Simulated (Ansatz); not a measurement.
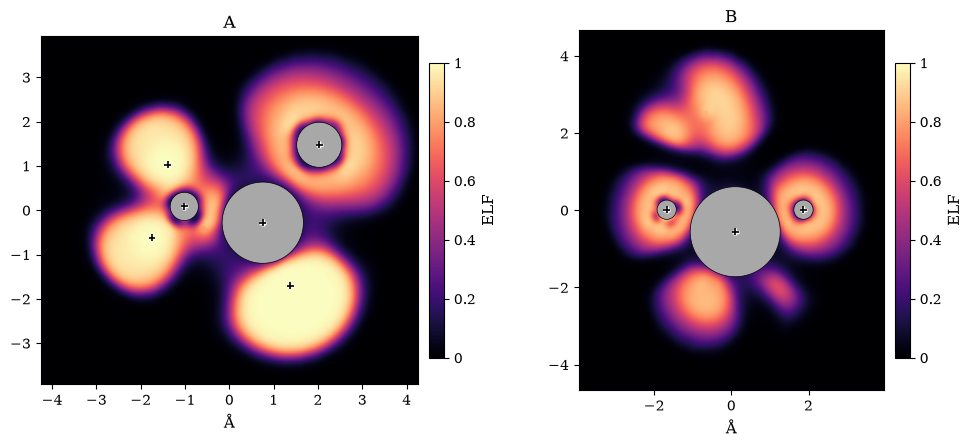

The ELF of 2 systems, each on a plane through atoms (crosses mark nuclei in the plane; grey discs cover the cores).

These are results of RKS B3LYP/def2-SVP in Ansatz, not measurements.

System 1: ClGaH3N, the molecular plane. 

```xyz
6

Ga    0.0060    0.0505   -0.0627
Cl    0.0722   -0.5925    2.0097
N     1.6093    0.0275   -0.8980
H     2.4703   -0.2620   -0.4460
H     1.7526    0.2955   -1.8657
H    -1.3380    0.4810   -0.7074
```

System 2: F5HW···H2O, the plane of atoms F7, W1 and F9. Core potentials replace the inner electrons of W; not at a stationary point (largest force 1.0 eV/Å).

```xyz
10

W     0.1337    0.2780   -0.3158
O     0.3457   -0.2943    2.7453
H    -0.5519   -0.2247    3.1015
F     1.8509   -0.3862   -0.0745
F    -0.4380    1.7221   -1.3445
F    -1.5847    0.3837    0.4162
F    -0.3385   -1.5168   -0.4060
H     0.5436   -0.0603   -1.9144
F     0.8187    1.6102    0.7955
H     0.6484    0.6419    2.6802
```

**Which map belongs to which system?**

Panel A is system 1, ClGaH3N: the plane holds Ga, Cl, N and H. Ga–N (1.81 Å): the ELF peaks at about 0.85 in the valence shell of N, 0.6 Å from its nucleus, and is about 0.35 at the midpoint. Panel B is system 2, F5HW···H2O: the plane holds W and F. W–F (1.86 Å): the ELF peaks at about 0.85 in the valence shell of F, 0.5 Å from its nucleus, and drops to about 0.25 between the two atoms.
